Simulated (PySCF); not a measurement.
## C$_{2}$H$_{6}$AlBrO: geometry relaxation (part 1 of 2)

System: C$_{2}$H$_{6}$AlBrO, SMILES CC[O][AlH][Br].
Method: PBE0-D3(BJ)/def2-SVP geometry optimisation, gas phase (PySCF 2.14.0).

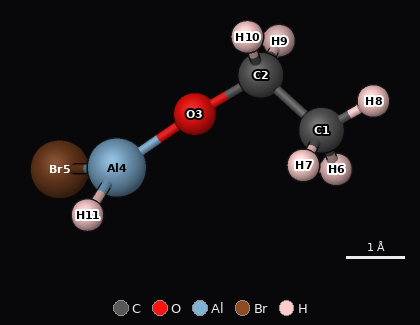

Figure 1. The structure as given in the input (ball-and-stick view, seen at a tilt; atoms are numbered from 1 in the order of the input). Sticks mark near contacts. Bond lengths as drawn: Al–Br 2.23 Å, Al–H 1.49 Å, Al–O 1.69 Å, C–C 1.49 Å, C–H 1.08 to 1.11 Å and C–O 1.39 Å.

The input
```
{"job": {"xc": "PBE0", "basis": "def2-SVP", "d3": "d3bj", "grid": 1, "maxiter": 30, "shake": 0.01, "kind": "geom"}, "charge": 0, "multiplicity": 1}
C     -1.536060     0.461970    -0.254030
C     -0.665250    -0.626040     0.268170
O      0.667700    -0.357270    -0.025530
Al     2.249640     0.129800    -0.357080
Br     3.630750    -1.054230    -1.652110
H     -1.447780     0.579310    -1.339470
H     -1.270940     1.433530     0.198820
H     -2.579700     0.273580    -0.031560
H     -0.932270    -1.572990    -0.169640
H     -0.772820    -0.712010     1.366760
H      2.694850     1.418490     0.256030
```

The first line tells a small driver script what to run in PySCF; the rest is the geometry in Å.

Hardware: 1 CPU thread, shared host.

Command:
```bash
OMP_NUM_THREADS=1 python <driver script> task.json out
```

The program's output
```
step   0  E = -2970.64841847  max force = 0.026372
step   1  E = -2970.65179704  max force = 0.003435
step   2  E = -2970.65222591  max force = 0.003329
step   3  E = -2970.65257505  max force = 0.000840
step   4  E = -2970.65251479  max force = 0.001900
step   5  E = -2970.65254132  max force = 0.001847
step   6  E = -2970.65264327  max force = 0.001138
step   7  E = -2970.65267067  max force = 0.001064
step   8  E = -2970.65273540  max force = 0.001045
step   9  E = -2970.65284863  max force = 0.001393
step  10  E = -2970.65305445  max force = 0.001787
step  11  E = -2970.65359706  max force = 0.002849
step  12  E = -2970.65437359  max force = 0.004670
step  13  E = -2970.65469942  max force = 0.003677
step  14  E = -2970.65469898  max force = 0.010231
step  15  E = -2970.65524628  max force = 0.001815
step  16  E = -2970.65526068  max force = 0.003073
step  17  E = -2970.65537226  max force = 0.001057
step  18  E = -2970.65553013  max force = 0.002931
step  19  E = -2970.65543349  max force = 0.003124
step  20  E = -2970.65546343  max force = 0.001694
step  21  E = -2970.65553056  max force = 0.000735
step  22  E = -2970.65557150  max force = 0.001436
step  23  E = -2970.65555383  max force = 0.001569
step  24  E = -2970.65553685  max force = 0.000733
step  25  E = -2970.65552704  max force = 0.000218
step  26  E = -2970.65552435  max force = 0.000368
step  27  E = -2970.65552846  max force = 0.000259
step  28  E = -2970.65553334  max force = 0.000207
step  29  E = -2970.65553492  max force = 0.000203
step  30  E = -2970.65553456  max force = 0.000198
optimisation converged
```

Trajectory as extended XYZ (Å, eV, eV/Å), 31 frames, from step=0 to step=30
```
11
Properties=species:S:1:pos:R:3:forces:R:3 step=0 energy=-80835.46084
C    -1.5361    0.4620   -0.2540   -0.1520   0.8464  -0.0838
C    -0.6653   -0.6260    0.2682    1.0625   0.5216   0.4126
O     0.6677   -0.3573   -0.0255    0.7767  -0.0173  -0.1516
Al    2.2496    0.1298   -0.3571   -1.3561  -0.9342  -0.0714
Br    3.6307   -1.0542   -1.6521    0.0567  -0.2181  -0.1321
H    -1.4478    0.5793   -1.3395    0.1055  -0.0939  -0.2085
H    -1.2709    1.4335    0.1988    0.0111  -0.1051   0.0004
H    -2.5797    0.2736   -0.0316   -0.6140  -0.1270   0.1412
H    -0.9323   -1.5730   -0.1696   -0.3397  -0.8956  -0.3088
H    -0.7728   -0.7120    1.3668   -0.0931  -0.0657  -0.0643
H     2.6949    1.4185    0.2560    0.5426   1.0891   0.4662
11
Properties=species:S:1:pos:R:3:forces:R:3 step=1 energy=-80835.55278
C    -1.5387    0.4958   -0.3956   -0.0015  -0.0600   0.0556
C    -0.6662   -0.6155    0.1545   -0.1561  -0.1033   0.0393
O     0.6794   -0.3708   -0.0412    0.0771   0.1570   0.0875
Al    2.2601    0.1559   -0.0892   -0.1156  -0.0228  -0.0728
Br    3.6034   -1.2301   -1.2421    0.1766   0.0500  -0.0646
H    -1.4006    0.6047   -1.4802    0.0235   0.0063  -0.0641
H    -1.2860    1.4526    0.0835    0.0048   0.0601   0.0134
H    -2.6029    0.2889   -0.2026    0.0152  -0.0185  -0.0109
H    -0.9402   -1.5816   -0.3188    0.0508   0.1243   0.0356
H    -0.8674   -0.7323    1.2357   -0.0068  -0.0226   0.0248
H     2.7989    1.5003    0.5501   -0.0682  -0.1705  -0.0438
11
Properties=species:S:1:pos:R:3:forces:R:3 step=2 energy=-80835.56445
C    -1.5389    0.5035   -0.3764    0.0011   0.0050   0.0114
C    -0.6893   -0.6199    0.1835   -0.0952  -0.0643  -0.0621
O     0.6577   -0.4109   -0.0516    0.1712  -0.0746  -0.0055
Al    2.2433    0.0871   -0.1599   -0.0220   0.1583   0.0515
Br    3.7943   -1.0940   -1.2925   -0.0871  -0.0518  -0.0093
H    -1.4059    0.5845   -1.4664    0.0037   0.0043   0.0074
H    -1.2589    1.4670    0.0774   -0.0072  -0.0052   0.0003
H    -2.6057    0.3248   -0.1724   -0.0061  -0.0051  -0.0062
H    -0.9936   -1.5798   -0.2743   -0.0149   0.0093   0.0142
H    -0.8731   -0.7215    1.2702    0.0400   0.0258  -0.0127
H     2.7099    1.4271    0.5165    0.0165  -0.0017   0.0110
11
Properties=species:S:1:pos:R:3:forces:R:3 step=3 energy=-80835.57395
C    -1.5389    0.4960   -0.3786    0.0043  -0.0006   0.0065
C    -0.6795   -0.6207    0.1795   -0.0400  -0.0067  -0.0241
O     0.6678   -0.3934   -0.0430    0.0432  -0.0151   0.0412
Al    2.2466    0.1239   -0.1421   -0.0074   0.0212  -0.0147
Br    3.7145   -1.1293   -1.3057   -0.0348  -0.0062  -0.0295
H    -1.3985    0.5862   -1.4669    0.0057   0.0048   0.0073
H    -1.2748    1.4599    0.0835   -0.0033  -0.0033   0.0060
H    -2.6050    0.3024   -0.1845   -0.0001  -0.0033  -0.0035
H    -0.9704   -1.5811   -0.2850    0.0085   0.0016   0.0065
H    -0.8666   -0.7294    1.2646    0.0184   0.0164  -0.0021
H     2.7447    1.4534    0.5324    0.0055  -0.0088   0.0064
11
Properties=species:S:1:pos:R:3:forces:R:3 step=4 energy=-80835.57231
C    -1.5361    0.4940   -0.3693    0.0005  -0.0064  -0.0059
C    -0.6725   -0.6178    0.1911    0.0101   0.0005  -0.0418
O     0.6741   -0.3821   -0.0285   -0.0344   0.0375   0.0977
Al    2.2483    0.1410   -0.1454    0.0049  -0.0641  -0.0764
Br    3.6267   -1.1489   -1.3755    0.0054   0.0493  -0.0061
H    -1.3847    0.5884   -1.4559    0.0044   0.0036   0.0065
H    -1.2851    1.4588    0.0978    0.0008  -0.0029   0.0103
H    -2.6025    0.2900   -0.1879    0.0017  -0.0014  -0.0006
H    -0.9538   -1.5781   -0.2786   -0.0029  -0.0165   0.0092
H    -0.8596   -0.7313    1.2753    0.0048   0.0159   0.0018
H     2.7851    1.4539    0.5311    0.0048  -0.0154   0.0053
11
Properties=species:S:1:pos:R:3:forces:R:3 step=5 energy=-80835.57303
C    -1.5344    0.4915   -0.3627   -0.0052  -0.0047  -0.0130
C    -0.6719   -0.6190    0.2013    0.0257   0.0064  -0.0457
O     0.6744   -0.3817   -0.0184   -0.0392   0.0288   0.0950
Al    2.2461    0.1423   -0.1567    0.0002  -0.0518  -0.0724
Br    3.6043   -1.1287   -1.4251    0.0168   0.0271   0.0032
H    -1.3768    0.5849   -1.4485    0.0009   0.0054   0.0025
H    -1.2860    1.4568    0.1046    0.0000  -0.0020   0.0092
H    -2.6015    0.2867   -0.1872    0.0006   0.0006  -0.0002
H    -0.9528   -1.5804   -0.2665    0.0007  -0.0160   0.0091
H    -0.8575   -0.7295    1.2858   -0.0058   0.0131   0.0033
H     2.7957    1.4451    0.5275    0.0053  -0.0069   0.0088
11
Properties=species:S:1:pos:R:3:forces:R:3 step=6 energy=-80835.57581
C    -1.5342    0.4909   -0.3589    0.0044   0.0007  -0.0114
C    -0.6744   -0.6178    0.2125    0.0158  -0.0135  -0.0409
O     0.6726   -0.3824   -0.0024   -0.0080   0.0246   0.0585
Al    2.2435    0.1340   -0.1744   -0.0021  -0.0056  -0.0159
Br    3.6028   -1.1033   -1.4710    0.0036  -0.0259  -0.0077
H    -1.3681    0.5852   -1.4432   -0.0006   0.0049  -0.0035
H    -1.2900    1.4559    0.1114   -0.0024   0.0030   0.0017
H    -2.6025    0.2853   -0.1918    0.0018   0.0007   0.0004
H    -0.9538   -1.5828   -0.2494   -0.0039   0.0004   0.0083
H    -0.8630   -0.7200    1.2972   -0.0092   0.0054   0.0052
H     2.8069    1.4229    0.5242    0.0005   0.0054   0.0053
11
Properties=species:S:1:pos:R:3:forces:R:3 step=7 energy=-80835.57655
C    -1.5318    0.4945   -0.3595    0.0057   0.0038  -0.0070
C    -0.6758   -0.6126    0.2207    0.0061  -0.0266  -0.0374
O     0.6725   -0.3778    0.0167    0.0000   0.0403   0.0547
Al    2.2442    0.1269   -0.1796    0.0004  -0.0074  -0.0049
Br    3.5758   -1.1130   -1.5021    0.0125  -0.0256   0.0025
H    -1.3540    0.5922   -1.4416   -0.0006   0.0002  -0.0052
H    -1.2959    1.4589    0.1164   -0.0027   0.0038  -0.0055
H    -2.6012    0.2852   -0.2043   -0.0010   0.0025  -0.0022
H    -0.9512   -1.5797   -0.2396   -0.0084   0.0061   0.0040
H    -0.8734   -0.7105    1.3042   -0.0062   0.0007   0.0023
H     2.8305    1.4039    0.5228   -0.0059   0.0024  -0.0012
11
Properties=species:S:1:pos:R:3:forces:R:3 step=8 energy=-80835.57831
C    -1.5259    0.5062   -0.3710    0.0039   0.0070   0.0053
C    -0.6825   -0.6003    0.2288   -0.0199  -0.0374  -0.0159
O     0.6698   -0.3688    0.0543    0.0160   0.0537   0.0360
Al    2.2470    0.1041   -0.1745    0.0112  -0.0110   0.0067
Br    3.5483   -1.1515   -1.5149    0.0026  -0.0110   0.0208
H    -1.3244    0.6088   -1.4485    0.0020  -0.0088  -0.0076
H    -1.3049    1.4695    0.1146    0.0014   0.0022  -0.0163
H    -2.5978    0.2931   -0.2400   -0.0037   0.0041  -0.0085
H    -0.9517   -1.5701   -0.2297   -0.0044   0.0124  -0.0082
H    -0.9038   -0.6902    1.3087    0.0032  -0.0091  -0.0038
H     2.8657    1.3672    0.5262   -0.0122  -0.0021  -0.0085
11
Properties=species:S:1:pos:R:3:forces:R:3 step=9 energy=-80835.58140
C    -1.5118    0.5269   -0.4037   -0.0107   0.0040   0.0206
C    -0.6966   -0.5785    0.2362   -0.0614  -0.0438   0.0115
O     0.6619   -0.3490    0.1248    0.0325   0.0716   0.0188
Al    2.2497    0.0646   -0.1422    0.0331  -0.0158   0.0085
Br    3.5083   -1.2293   -1.4905   -0.0027   0.0150   0.0354
H    -1.2616    0.6336   -1.4706    0.0043  -0.0203  -0.0085
H    -1.3187    1.4896    0.0948    0.0095  -0.0019  -0.0252
H    -2.5878    0.3096   -0.3223   -0.0059   0.0047  -0.0160
H    -0.9499   -1.5515   -0.2251    0.0050   0.0124  -0.0241
H    -0.9670   -0.6589    1.3059    0.0125  -0.0209  -0.0123
H     2.9134    1.3109    0.5469   -0.0162  -0.0051  -0.0087
11
Properties=species:S:1:pos:R:3:forces:R:3 step=10 energy=-80835.58700
C    -1.4922    0.5454   -0.4571   -0.0220  -0.0029   0.0247
C    -0.7142   -0.5542    0.2374   -0.0919  -0.0480   0.0246
O     0.6475   -0.3161    0.2161    0.0250   0.0885   0.0146
Al    2.2481    0.0265   -0.0774    0.0590  -0.0192   0.0003
Br    3.4717   -1.3146   -1.4158   -0.0128   0.0333   0.0344
H    -1.1757    0.6513   -1.5064    0.0039  -0.0238  -0.0076
H    -1.3383    1.5104    0.0503    0.0163  -0.0052  -0.0251
H    -2.5701    0.3216   -0.4441   -0.0035   0.0014  -0.0167
H    -0.9368   -1.5303   -0.2331    0.0212   0.0058  -0.0313
H    -1.0522   -0.6297    1.2882    0.0185  -0.0271  -0.0187
H     2.9518    1.2578    0.5962   -0.0138  -0.0028   0.0006
11
Properties=species:S:1:pos:R:3:forces:R:3 step=11 energy=-80835.60176
C    -1.4464    0.5606   -0.5661   -0.0373  -0.0125   0.0081
C    -0.7395   -0.5155    0.2338   -0.1260  -0.0470   0.0197
O     0.6067   -0.2350    0.3947   -0.0350   0.0810   0.0155
Al    2.2243   -0.0130    0.0670    0.1465  -0.0198  -0.0216
Br    3.3784   -1.4331   -1.2569   -0.0251   0.0252   0.0137
H    -0.9998    0.6627   -1.5677   -0.0016  -0.0124  -0.0047
H    -1.3794    1.5338   -0.0563    0.0205  -0.0014  -0.0098
H    -2.5119    0.3127   -0.6910    0.0010   0.0010  -0.0074
H    -0.8777   -1.4979   -0.2556    0.0422  -0.0046  -0.0187
H    -1.2084   -0.5943    1.2325    0.0172  -0.0242  -0.0200
H     2.9933    1.1870    0.7198   -0.0024   0.0145   0.0252
11
Properties=species:S:1:pos:R:3:forces:R:3 step=12 energy=-80835.62289
C    -1.3669    0.5620   -0.7069    0.0012  -0.0283  -0.0158
C    -0.7586   -0.4708    0.2218   -0.1500  -0.0136   0.0111
O     0.5232   -0.1100    0.6204   -0.0993   0.0569  -0.0515
Al    2.1577   -0.0324    0.2658    0.2401  -0.0073  -0.0096
Br    3.1924   -1.5482   -1.0570   -0.0835   0.0030   0.0054
H    -0.7622    0.6646   -1.6223   -0.0042   0.0100  -0.0091
H    -1.4218    1.5464   -0.2183    0.0177   0.0044   0.0125
H    -2.3851    0.2684   -1.0066    0.0067   0.0015   0.0132
H    -0.7571   -1.4592   -0.2750    0.0416  -0.0148   0.0161
H    -1.3890   -0.5689    1.1242    0.0108  -0.0279  -0.0108
H     3.0072    1.1161    0.9081    0.0188   0.0162   0.0386
11
Properties=species:S:1:pos:R:3:forces:R:3 step=13 energy=-80835.63176
C    -1.2396    0.5467   -0.8591    0.0489  -0.0477  -0.0363
C    -0.7611   -0.4262    0.2011   -0.1768   0.0789   0.0109
O     0.3802    0.0539    0.8526    0.0244  -0.0169  -0.1830
Al    2.0317   -0.0187    0.4972    0.1891   0.0098   0.0738
Br    2.8416   -1.6424   -0.8551   -0.1094   0.0872  -0.0015
H    -0.4753    0.6611   -1.6457   -0.0087   0.0171  -0.0117
H    -1.4341    1.5386   -0.4252   -0.0049  -0.0051   0.0290
H    -2.1619    0.1877   -1.3418   -0.0009  -0.0036   0.0277
H    -0.5706   -1.4093   -0.2689    0.0028  -0.0523   0.0581
H    -1.5521   -0.5705    0.9570   -0.0106  -0.0530   0.0025
H     2.9811    1.0470    1.1421    0.0462  -0.0144   0.0306
11
Properties=species:S:1:pos:R:3:forces:R:3 step=14 energy=-80835.63175
C    -1.3216    0.5177   -0.8470    0.1433  -0.0161  -0.0484
C    -0.7443   -0.4478    0.1687    0.3369  -0.0092   0.0539
O     0.4383    0.0531    0.7379    0.1106   0.1714  -0.0465
Al    2.1226    0.0490    0.5205   -0.5261  -0.0961  -0.0883
Br    2.9062   -1.5791   -0.8290    0.1014   0.0082  -0.0574
H    -0.6262    0.6321   -1.6957   -0.0278   0.0254   0.0245
H    -1.4786    1.5108   -0.4008   -0.0345  -0.0110   0.0336
H    -2.2790    0.1535   -1.2500   -0.0110  -0.0176   0.0522
H    -0.5485   -1.4209   -0.3195   -0.0320  -0.0377   0.0126
H    -1.4648   -0.6365    0.9821   -0.0443   0.0354   0.0202
H     3.0358    1.1361    1.1869   -0.0165  -0.0528   0.0435
11
Properties=species:S:1:pos:R:3:forces:R:3 step=15 energy=-80835.64664
C    -1.3008    0.5330   -0.8200    0.0166  -0.0224  -0.0221
C    -0.7486   -0.4404    0.2004    0.0448  -0.0462   0.0381
O     0.4410    0.0323    0.7630   -0.0110   0.0933  -0.0277
Al    2.0996    0.0075    0.4578   -0.0102  -0.0116  -0.0361
Br    2.8966   -1.5545   -0.9611   -0.0272   0.0209  -0.0339
H    -0.6005    0.6488   -1.6635   -0.0031   0.0013   0.0094
H    -1.4601    1.5233   -0.3679   -0.0046  -0.0024   0.0104
H    -2.2592    0.1750   -1.2266   -0.0040   0.0017   0.0118
H    -0.5923   -1.4268   -0.2765    0.0099  -0.0175   0.0146
H    -1.4774   -0.5926    1.0158   -0.0184   0.0083  -0.0135
H     3.0414    1.0624    1.1327    0.0072  -0.0254   0.0492
11
Properties=species:S:1:pos:R:3:forces:R:3 step=16 energy=-80835.64703
C    -1.2669    0.5242   -0.8348   -0.0354  -0.0270  -0.0369
C    -0.7393   -0.4318    0.2134   -0.0701  -0.0345   0.0077
O     0.4136    0.0742    0.8212   -0.0789   0.0561   0.0231
Al    2.0629    0.0122    0.4825    0.1580   0.0268  -0.0480
Br    2.7592   -1.5216   -1.0148    0.0232   0.0211   0.0042
H    -0.5340    0.6517   -1.6481   -0.0019  -0.0040  -0.0056
H    -1.4678    1.5122   -0.3944   -0.0032  -0.0007   0.0009
H    -2.1992    0.1430   -1.2791   -0.0068   0.0063  -0.0060
H    -0.5423   -1.4164   -0.2528    0.0077  -0.0176   0.0246
H    -1.5006   -0.5942    0.9966   -0.0060  -0.0041  -0.0162
H     3.0541    1.0146    1.1643    0.0134  -0.0224   0.0522
```
